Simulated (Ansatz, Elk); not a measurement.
## How far do independent atoms describe YMg6In?

Structure refinements treat a crystal as free atoms side by side. For a made-up structure of YMg6In (cell and positions from a r2SCAN relaxation) the runs below show what the calculated density changes in F(hkl).

Main program and level: Elk 11.2.3 (patched build); DFT, PBE, all-electron APW+lo, Dirac cores, scalar-relativistic bands, static density, no spin.

The structure was built from a prototype and need not be the compound's stable phase.

## (1) The starting structure

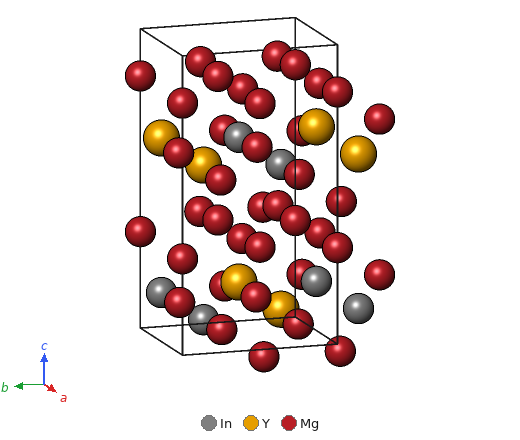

Start, viewed from a free direction; indium grey, yttrium orange, magnesium red. 2×1×1 cells are drawn. This picture shows the conventional cell, with its axes. Some periodic images of atoms are drawn too.

## (2) Ground state and structure factors

An all-electron density is needed, since X-rays see the cores too. Task 0 finds the density and task 195 Fourier-transforms it; tshift is off so that phases refer to the origin typed.

Input file elk.in:

```
tasks
  0
  195

xctype
  20

spinpol
  .false.

rgkmax
  7.0

gmaxvr
  14.0

lmaxo
  7

lmaxapw
  8

swidth
  0.002

tshift
  .false.

ramdisk
  .false.

hmaxvr
  5.5

maxscl
  120

epspot
  1e-06

sppath
  './'

avec
  9.69258848012 0.00000000000 0.00000000000
  0.00000000000 5.95372845656 11.17425531622
  0.00000000000 -5.95372845656 11.17425531622

atoms
  3
  'In.in'
  1
  0.5000000000 0.1640844323 0.1640844323   0.000000 0.000000 0.000000
  'Y.in'
  1
  0.5000000000 0.6804406525 0.6804406525   0.000000 0.000000 0.000000
  'Mg.in'
  6
  -0.0000000000 0.8423326779 0.8423326779   0.000000 0.000000 0.000000
  -0.0000000000 0.3220637181 0.3220637181   0.000000 0.000000 0.000000
  0.0000000000 0.3294785957 0.8228414379   0.000000 0.000000 0.000000
  0.0000000000 0.8228414379 0.3294785957   0.000000 0.000000 0.000000
  0.5000000000 0.1783627719 0.6734957136   0.000000 0.000000 0.000000
  0.5000000000 0.6734957136 0.1783627719   0.000000 0.000000 0.000000

ngridk
  5 4 4
```

Launch:

```sh
> OMP_NUM_THREADS=4 elk
```

Numbers of over 12 decimals in the logs are rounded to 6 here.

Log:

```text
┌─────────────────────────┐
│ Elk code version 11.2.3 │
└─────────────────────────┘

All units are atomic (Hartree, Bohr, etc.)

┌─────────────────────────────────────────────────┐
│ Ground-state run starting from atomic densities │
└─────────────────────────────────────────────────┘

Lattice vectors :
   9.692588480       0.000000000       0.000000000
   0.000000000       5.953728457       11.17425532
   0.000000000      -5.953728457       11.17425532

Reciprocal lattice vectors :
  0.6482463709       0.000000000      -0.000000000
  -0.000000000      0.5276681119      0.2811455945
   0.000000000     -0.5276681119      0.2811455945

Unit cell volume      :    1289.666394
Brillouin zone volume :   0.1923367273

Muffin-tin inner radius fraction :   0.1000000000E-01

Nuclei treated as point charges

Species : 1 (In)
 parameters loaded from : In.in
 name : indium
 nuclear charge    :   -49.00000000
 electronic charge :    49.00000000
 atomic mass :    209300.4102
 muffin-tin radius :    2.600000000
 number of radial points in muffin-tin :   1193
 inner part over the whole radius :   0.9943151076E-02
 number on inner part of muffin-tin    :    850
 approximate nuclear radius :   0.8768807633E-04
 number of mesh points to nuclear radius :    427
 atomic positions (lattice), magnetic fields (Cartesian) :
  1 :   0.50000000  0.16408443  0.16408443    0.00000000  0.00000000  0.00000000

Species : 2 (Y)
 parameters loaded from : Y.in
 name : yttrium
 nuclear charge    :   -39.00000000
 electronic charge :    39.00000000
 atomic mass :    162065.4503
 muffin-tin radius :    2.600000000
 number of radial points in muffin-tin :   1193
 inner part over the whole radius :   0.9871815862E-02
 number on inner part of muffin-tin    :    847
 approximate nuclear radius :   0.8135895711E-04
 number of mesh points to nuclear radius :    416
 atomic positions (lattice), magnetic fields (Cartesian) :
  1 :   0.50000000  0.68044065  0.68044065    0.00000000  0.00000000  0.00000000

Species : 3 (Mg)
 parameters loaded from : Mg.in
 name : magnesium
 nuclear charge    :   -12.00000000
 electronic charge :    12.00000000
 atomic mass :    44305.30466
 muffin-tin radius :    2.200000000
 number of radial points in muffin-tin :    793
 inner part over the whole radius :   0.9941530515E-02
 number on inner part of muffin-tin    :    552
 approximate nuclear radius :   0.5710277704E-04
 number of mesh points to nuclear radius :    241
 atomic positions (lattice), magnetic fields (Cartesian) :
  1 :   0.00000000  0.84233268  0.84233268    0.00000000  0.00000000  0.00000000
  2 :   0.00000000  0.32206372  0.32206372    0.00000000  0.00000000  0.00000000
  3 :   0.00000000  0.32947860  0.82284144    0.00000000  0.00000000  0.00000000
  4 :   0.00000000  0.82284144  0.32947860    0.00000000  0.00000000  0.00000000
  5 :   0.50000000  0.17836277  0.67349571    0.00000000  0.00000000  0.00000000
  6 :   0.50000000  0.67349571  0.17836277    0.00000000  0.00000000  0.00000000

Total number of atoms per unit cell :    8
Total muffin-tin volume :    414.8577819
 ratio of muffin-tin to unit cell volume :   0.3216783688

Spin treatment :
 spin-unpolarised

Number of Bravais lattice symmetries :    8
Number of crystal symmetries         :    4
Crystal has no inversion symmetry
Complex Hermitian eigensolver will be used

k-point grid :      5     4     4
k-point offset :    0.000000000       0.000000000       0.000000000
k-point set is reduced with full crystal symmetry group
Total number of k-points :       30

Muffin-tin radius times maximum |G+k| :    7.000000000
 using average radius
Maximum |G+k| for APW functions       :    3.043478261
Maximum (1/2)|G+k|²                   :    4.631379962
Maximum |G| for potential and density :    14.00000000
Constant for pseudocharge density :    9
 order of it for each species :   16  16  16
 order of it for pair densities of each species (exact exchange by exxq0 0: 17) :   13  13   8
Radial integration step length :    1

[...]
exchange                    :     -361.15616698156
 correlation                 :     -7.329374
 electron entropic           :    -0.17565996928354E-02
 total energy                :     -10471.652004265

Density of states at Fermi energy :    139.7844925
 (states/Hartree/unit cell)

Estimated indirect band gap :   0.4253404854E-03
 from k-point 13 to k-point 23
Estimated direct band gap   :   0.8471455861E-02
 at k-point 28

Charges :
 core                        :    70.00000000
 valence                     :    90.00000000
 interstitial                :    12.86233552
 muffin-tins (core leakage)
  species : 1 (In)
[...]
species : 2 (Y)
[...]
species : 3 (Mg)
[...]
total in muffin-tins        :    147.1376645
 total calculated charge     :    159.9997861
 total charge                :    160.0000000
 error                       :   0.2139383035E-03

RMS change in Kohn-Sham potential (target) :   0.6411164469     (  0.1000000000E-05)
Absolute change in total energy (target)   :   0.8779706953E-01 (  0.1000000000E-03)

[... loops 3 to 14 left out ...]

┌──────────────────┐
│ Loop number : 15 │
└──────────────────┘

Energies :
 Fermi                       :     0.163036
 sum of occupied eigenvalues :     -6182.5417197809
 electron kinetic            :      10876.984312108
 core electron kinetic       :      10216.448111279
 Coulomb                     :     -20979.514588376
 Coulomb potential           :     -16580.435463021
 nuclear-nuclear             :     -1016.8650730810
 electron-nuclear            :     -23363.475283797
 Hartree                     :      3400.8257685025
 Madelung                    :     -12689.296856865
 xc potential                :     -479.09056886735
 exchange                    :     -361.14117976768
 correlation                 :     -7.327088
 electron entropic           :    -0.18425060851112E-02
 total energy                :     -10471.000386068

Density of states at Fermi energy :    145.3958284
 (states/Hartree/unit cell)

Estimated indirect band gap :   0.1448109088E-02
 from k-point 18 to k-point 26
Estimated direct band gap   :   0.8364046051E-02
 at k-point 18

Charges :
 core                        :    70.00000000
 valence                     :    90.00000000
 interstitial                :    12.92722695
 muffin-tins (core leakage)
  species : 1 (In)
[...]
species : 2 (Y)
[...]
species : 3 (Mg)
[...]
total in muffin-tins        :    147.0727731
 total calculated charge     :    159.9998074
 total charge                :    160.0000000
 error                       :   0.1926284020E-03

RMS change in Kohn-Sham potential (target) :   0.6786979147E-06 (  0.1000000000E-05)
Absolute change in total energy (target)   :   0.9078935909E-04 (  0.1000000000E-03)

Convergence targets achieved

┌──────────────────┐
│ Loop number : 16 │
└──────────────────┘

Energies :
 Fermi                       :     0.163036
 sum of occupied eigenvalues :     -6182.5417411797
 electron kinetic            :      10876.984308899
 core electron kinetic       :      10216.448106835
 Coulomb                     :     -20979.514615208
 Coulomb potential           :     -16580.435439470
 nuclear-nuclear             :     -1016.8650730810
 electron-nuclear            :     -23363.475361342
 Hartree                     :      3400.8258192154
 Madelung                    :     -12689.296895473
 xc potential                :     -479.09061060875
 exchange                    :     -361.14118101954
 correlation                 :     -7.327088
 electron entropic           :    -0.18425049344497E-02
 total energy                :     -10471.000417374

Density of states at Fermi energy :    145.3957113
 (states/Hartree/unit cell)

Estimated indirect band gap :   0.1448111195E-02
 from k-point 18 to k-point 26
Estimated direct band gap   :   0.8364049328E-02
 at k-point 18

Charges :
 core                        :    70.00000000
 valence                     :    90.00000000
 interstitial                :    12.92722564
 muffin-tins (core leakage)
  species : 1 (In)
[...]
species : 2 (Y)
[...]
species : 3 (Mg)
[...]
atom 4                    :    10.48114862     ( -0.9828258740E-07)
   atom 5                    :    10.47730561     ( -0.9828258696E-07)
   atom 6                    :    10.47730561     ( -0.9828258696E-07)
 total in muffin-tins        :    147.0727744
 total calculated charge     :    159.9998074
 total charge                :    160.0000000
 error                       :   0.1926285108E-03

┌──────────────────────────────┐
│ Self-consistent loop stopped │
└──────────────────────────────┘

Warning : core states of species 1 leak from the muffin-tin :   0.1285546915E-03

Wrote STATE.OUT
```

The job ended after 2 min (4 threads of Arm Neoverse V2, shared host; peak memory 0.33 GiB).

SFACRHO.OUT:

```text

h k l indices transformed by vhmat matrix:
   1.000000000       0.000000000       0.000000000    
   0.000000000       1.000000000       0.000000000    
   0.000000000       0.000000000       1.000000000    

      h      k      l  multipl.   |H|            Re(F)            Im(F)           |F|

      0      0      0      1   0.0000000       160.00000     -0.26961435E-16   160.00000    
      0     -1     -1      1  0.56229119      -30.814162      -50.744449       59.367598    
      0      1      1      1  0.56229119      -30.814162       50.744449       59.367598    
      0      0     -1      2  0.59789337       8.9567439      -7.4781817       11.668182    
      0      1      0      2  0.59789337       8.9567439       7.4781817       11.668182    
     -1      0      0      2  0.64824637      -60.431502     -0.54701562E-13   60.431502    
      1     -1     -1      2  0.85813445       32.029790       49.600749       59.043558    
     -1      1      1      2  0.85813445       32.029790      -49.600749       59.043558    
     -1      0      1      4  0.88187292      -7.1865828      -6.6145909       9.7672813    
      1      0     -1      4  0.88187292      -7.1865828       6.6145909       9.7672813    
      0     -2     -1      2  0.99489660      -11.111187      -6.7688382       13.010597    
      0      2      1      2  0.99489660      -11.111187       6.7688382       13.010597    
      0     -1      1      2   1.0553362       55.830984      0.24819099E-14   55.830984    
      0      2      2      1   1.1245824      -48.512078      -50.615098       70.109270    
      0     -2     -2      1   1.1245824      -48.512078       50.615098       70.109270    
      1     -2     -1      4   1.1874521       10.342736       14.120883       17.503471    
      1      1      2      4   1.1874521       10.342736      -14.120883       17.503471    
      0      2      0      2   1.1957867      -69.500539       44.446545       82.497396
```

Elk indexes on the primitive cell of elk.in and gives |H| = 4π sin θ/λ in inverse bohr. Below, one row stands for each form hkl of the conventional cell (m members, Friedel mates merged), F is for one primitive cell and the density is static (no thermal factor). Free-atom factors are Waasmaier and Kirfel's, and R is Σm||F|−|F'||/Σm|F|.

```tsv
hkl	m	sin θ/λ (Å⁻¹)	abs F, DFT	neutral atoms	diff.	abs of complex diff.
002	2	0.085	59.368	59.155	+0.212	0.212
011	4	0.090	11.668	11.797	-0.129	0.160
100	2	0.098	60.431	60.116	+0.315	0.315
102	4	0.129	59.044	58.910	+0.134	0.134
111	8	0.133	9.767	9.738	+0.029	0.029
013	4	0.150	13.011	12.897	+0.113	0.159
020	2	0.159	55.831	55.880	-0.049	0.049
004	2	0.169	70.109	70.175	-0.065	0.069
113	8	0.179	17.503	17.497	+0.006	0.108
022	4	0.180	82.497	82.821	-0.324	0.339
120	4	0.186	53.756	53.825	-0.069	0.069
200	2	0.195	123.035	123.644	-0.609	0.609
104	4	0.195	112.991	113.558	-0.567	0.578
122	8	0.204	104.594	105.198	-0.604	0.624
```

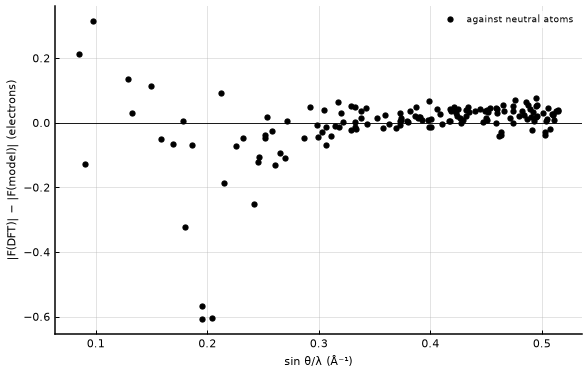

Difference between the calculated structure factors and the independent-atom ones.

## (3) The highest occupied states alone

An energy window below the Fermi level keeps the highest occupied states, to see at which angles they scatter; shallow core shells can lie inside it and anion s states outside. No new self-consistency is needed.

Edit elk.in of step 2 so:

```diff
@@ -1,3 +1,2 @@
 tasks
-  0
   195
@@ -40,2 +39,5 @@
 
+wsfac
+  -0.388200 0.463040
+
 sppath
```

Launch:

```sh
> OMP_NUM_THREADS=4 elk
```

Log:

```text
┌─────────────────────────────────┐
│ Elk code version 11.2.3 started │
└─────────────────────────────────┘

Info(readinput): the functional depends on the density's gradient
 muffin-tin radial points multiplied by    2.00000
 (not where nrmtscf is given)

┌────────────────────┐
│ Current task : 195 │
└────────────────────┘

Info(sfacrho): density structure factors written to SFACRHO.OUT

 Energy window :  -0.3882000000      0.4630400000

┌──────────────────┐
│ Elk code stopped │
└──────────────────┘
```

The job ended after 26 s (4 threads; peak memory 0.23 GiB).

States within 15 eV below the Fermi level hold 28.00 electrons; any levels below the window count with the cores. Their amplitudes can exceed the total, where window and core parts have opposite phase:

```tsv
hkl	sin θ/λ (Å⁻¹)	abs F, window	abs F, all
002	0.085	10.219	59.368
011	0.090	9.358	11.668
100	0.098	10.017	60.431
102	0.129	8.814	59.044
111	0.133	8.403	9.767
013	0.150	8.049	13.011
020	0.159	7.614	55.831
004	0.169	7.509	70.109
113	0.179	7.009	17.503
022	0.180	6.943	82.497
```

## (4) Another functional

The difference from free atoms is small, so it is set against the change that LDA (Perdew-Wang) makes.

Edit elk.in of step 3 so:

```diff
@@ -1,2 +1,3 @@
 tasks
+  0
   195
@@ -4,3 +5,3 @@
 xctype
-  20
+  3
 
@@ -39,5 +40,2 @@
 
-wsfac
-  -0.388200 0.463040
-
 sppath
```

Launch:

```sh
> OMP_NUM_THREADS=4 elk
```

Log:

```text
┌─────────────────────────┐
│ Elk code version 11.2.3 │
└─────────────────────────┘

All units are atomic (Hartree, Bohr, etc.)

┌─────────────────────────────────────────────────┐
│ Ground-state run starting from atomic densities │
└─────────────────────────────────────────────────┘

Lattice vectors :
   9.692588480       0.000000000       0.000000000
   0.000000000       5.953728457       11.17425532
   0.000000000      -5.953728457       11.17425532

Reciprocal lattice vectors :
  0.6482463709       0.000000000      -0.000000000
[...]
species : 1 (In)
[...]
species : 2 (Y)
[...]
species : 3 (Mg)
[...]
atom 5                    :    10.49046829     ( -0.1573064654E-05)
   atom 6                    :    10.49046829     ( -0.1573064654E-05)
 total in muffin-tins        :    147.1983752
 total calculated charge     :    159.9998245
 total charge                :    160.0000000
 error                       :   0.1754567130E-03

┌──────────────────────────────┐
│ Self-consistent loop stopped │
└──────────────────────────────┘

Warning : core states of species 1 leak from the muffin-tin :   0.1266270111E-03

Wrote STATE.OUT
[key lines of the parts left out:]
total energy                :     -10457.165653808
```

Wall time 95 s (4 threads); peak memory 0.26 GiB.

Against the first run R = 0.06 %; the largest change is -0.118 at 040.

## (5) Basis size

The basis and the expansions that go with it are enlarged, to see whether the differences are converged.

Edit elk.in of step 4 so:

```diff
@@ -5,3 +5,3 @@
 xctype
-  3
+  20
 
@@ -11,12 +11,12 @@
 rgkmax
-  7.0
+  8.5
 
 gmaxvr
-  14.0
+  18.0
 
 lmaxo
-  7
+  9
 
 lmaxapw
-  8
+  10
```

Launch:

```sh
> OMP_NUM_THREADS=4 elk
```

Log:

```text
┌─────────────────────────┐
│ Elk code version 11.2.3 │
└─────────────────────────┘

All units are atomic (Hartree, Bohr, etc.)

┌─────────────────────────────────────────────────┐
│ Ground-state run starting from atomic densities │
└─────────────────────────────────────────────────┘

Lattice vectors :
   9.692588480       0.000000000       0.000000000
   0.000000000       5.953728457       11.17425532
   0.000000000      -5.953728457       11.17425532

Reciprocal lattice vectors :
  0.6482463709       0.000000000      -0.000000000
[...]
species : 1 (In)
[...]
species : 2 (Y)
[...]
species : 3 (Mg)
[...]
atom 5                    :    10.47816751     ( -0.9828258651E-07)
   atom 6                    :    10.47816751     ( -0.9828258651E-07)
 total in muffin-tins        :    147.0819738
 total calculated charge     :    159.9998608
 total charge                :    160.0000000
 error                       :   0.1392443823E-03

┌──────────────────────────────┐
│ Self-consistent loop stopped │
└──────────────────────────────┘

Warning : core states of species 1 leak from the muffin-tin :   0.1285601745E-03

Wrote STATE.OUT
[key lines of the parts left out:]
total energy                :     -10471.010508816
```

It took 7.3 min on 4 threads; peak memory 0.81 GiB.

Against the first run R = 0.00 %; the largest change is -0.006 at 344.

## (6) Settings against the effect

```tsv
run	R against the first run (%)	R against neutral atoms, low angle (%)	wall time
PBE, rgkmax 7	0.00	0.34	2 min
LDA (Perdew-Wang)	0.06	0.36	95 s
rgkmax 8.5 with larger expansions	0.00	0.34	7.3 min
```

## (7) What came out

```yaml
r_against_neutral_atoms_sin_theta_lambda_0p3_a_minus1: 0.34 %
r_against_neutral_atoms_0p3_to_0p51_a_minus1: 0.08 %
```

What this shows: Independent neutral atoms miss the calculated amplitudes by R = 0.34 % below 0.3 Å⁻¹ and 0.08 % from there to 0.51 Å⁻¹; by shells, 0.43 % below 0.15 Å⁻¹ (6 forms), 0.33 % 0.15 to 0.3 (27 forms), 0.07 % 0.3 to 0.45 (68 forms), 0.10 % above 0.45 (48 forms). Bonding, aspherical density and the tables' own atoms all enter these figures, and the runs don't part them. The largest change of an amplitude is -0.61 electrons, at 200. R counts amplitudes alone; phases shift too. The window's part falls from 28.0 electrons at the origin to at most 0.92 between 0.45 and 0.51 Å⁻¹, where compact states inside the window still scatter. The window holds more than the 18 outer electrons of the free atoms, so shallow core shells lie inside it. Below 0.3 Å⁻¹ the changes that finished (LDA (Perdew-Wang) and rgkmax 8.5 with larger expansions) move F by R = 0.04 % at most, against the 0.34 % that separates it from free atoms. The k-mesh has no finished test. Part of the difference isn't bonding: the tables are fits to free atoms and ions calculated by other methods than this functional. Thermal motion, anomalous dispersion and extinction are left out.

[Logs are printed without paths, hosts, clocks, repeated set-up lines and the standing remarks that a program may print on its own settings, such as how far it seeks lower states.]

[Hosts, paths, dates, database ids (printed as entryN), source tags and the programs' standing remarks are cut or masked in the printed files.]
